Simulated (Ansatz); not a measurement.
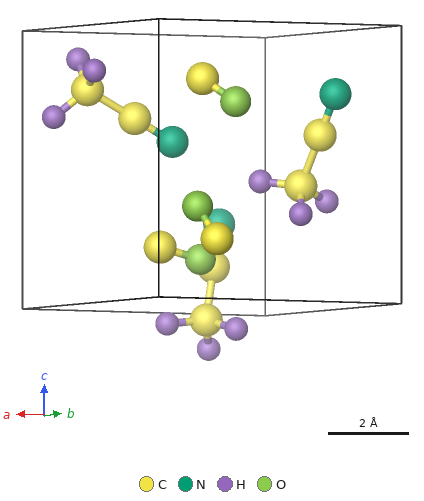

Starting frame of a dynamics run of a periodic cell with 3 CH3CN + 3 CO at 0.989 g/cm³. Style: ball-and-stick. Shown: the simulation cell, from a free direction.

These are results of DFT PBE-D3(BJ), scalar-relativistic, plane waves, PAW (Ansatz), not measurements.

Input file:
```yaml
accuracy: low
crystal:
  lattice:
    - [7.03385, 0.0, 0.0]
    - [0.0, 7.03385, 0.0]
    - [0.0, 0.0, 7.03385]
  atoms:
    - { symbol: C, position: [0.32473759, 0.14828998, 0.96587021] }
    - { symbol: C, position: [0.27119055, 0.10538594, 1.16011002] }
    - { symbol: "N", position: [0.22801509, 0.07100645, 1.31600609] }
    - { symbol: H, position: [0.2576535, 0.04617361, 0.8680593] }
    - { symbol: H, position: [0.28313625, 0.29402382, 0.92887048] }
    - { symbol: H, position: [0.47923419, 0.13724717, 0.94972468] }
    - { symbol: C, position: [0.17600169, 0.57759312, 0.43327481] }
    - { symbol: C, position: [0.15230491, 0.67708084, 0.61191263] }
    - { symbol: "N", position: [0.13247965, 0.75426571, 0.75667989] }
    - { symbol: H, position: [0.23173037, 0.67652095, 0.32599566] }
    - { symbol: H, position: [0.27639037, 0.45933101, 0.45199795] }
    - { symbol: H, position: [0.03833277, 0.52300748, 0.38327561] }
    - { symbol: C, position: [0.8924603, 0.28880129, 0.77421859] }
    - { symbol: C, position: [0.71519503, 0.31963563, 0.67357729] }
    - { symbol: "N", position: [0.57370187, 0.34518533, 0.59209322] }
    - { symbol: H, position: [0.87248888, 0.18415252, 0.88844229] }
    - { symbol: H, position: [1.00130241, 0.23534851, 0.67555998] }
    - { symbol: H, position: [0.94043901, 0.424183, 0.83612722] }
    - { symbol: O, position: [0.78599789, -0.0925228, 0.33115114] }
    - { symbol: C, position: [0.76475704, 0.01316611, 0.21018945] }
    - { symbol: O, position: [0.61110532, 0.87539515, 0.71288814] }
    - { symbol: C, position: [0.68126154, 0.75772652, 0.79894135] }
    - { symbol: O, position: [0.55223095, 0.51077192, 0.16285235] }
    - { symbol: C, position: [0.70801225, 0.49370569, 0.20366805] }
basis:
  ecutwfc: 420.0
kpoints:
  mp_grid: { grid: [1, 1, 1] }
hamiltonian:
  xc: pbe
  dispersion: d3bj
scf:
  occupations: { method: fermi_dirac, width: 0.05 }
  lower_state_search: "off"
md:
  timestep: 0.75
  n_steps: 300
  ensemble: nvt_langevin
  temperature: 350.0
  initial_velocities: maxwell_boltzmann
  seed: 252297
  friction: 0.02
```

Command:
```bash
ansatz run input.yaml --threads 1 --pin off --max-ram 3072MiB --backend cpu --events-out ev --progress --plain --runs-dir out
```

Q: Predict how the run goes.

A: Over the second half the temperature averages 338 K (spread ±65 K). The potential energy in the second half lies on average 40.6 meV per atom above the first frame. In the second half of the run the atoms are, in the root-mean-square, this far from where they began (common drift taken out): H 0.86 Å, N 0.47 Å, C 0.41 Å, O 0.37 Å. The heavy atoms stay within a fraction of a molecule's size of their starting places, while the hydrogen atoms travel further, as molecules turn; so short a run doesn't tell a liquid from a solid.

Along the run (each row but the first and the last is the mean over the interval that it begins):

| time (fs) | potential energy (meV/atom) | T (K) |
| --- | --- | --- |
| 0.0 | 0.0 | 335 |
| 27.8 | 26.1 | 282 |
| 55.5 | 34.8 | 317 |
| 83.2 | 43.5 | 317 |
| 111.0 | 41.2 | 256 |
| 138.8 | 39.4 | 329 |
| 166.5 | 37.5 | 413 |
| 194.2 | 43.7 | 347 |
| 222.0 | 50.1 | 345 |

The paths of the atoms:

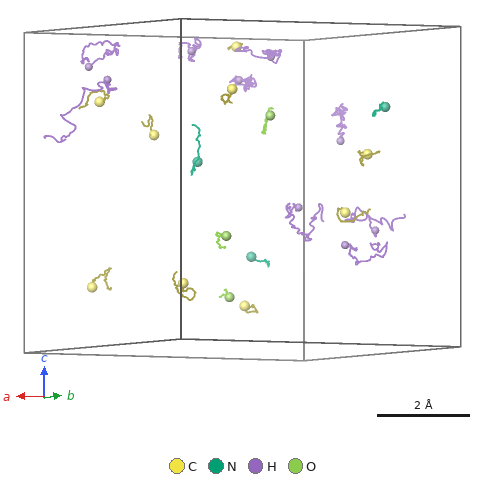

Limits of the set-up: the program's low-accuracy preset was used; the periodic images lie only 7.0 Å apart, so the values are limited by the cell's size.
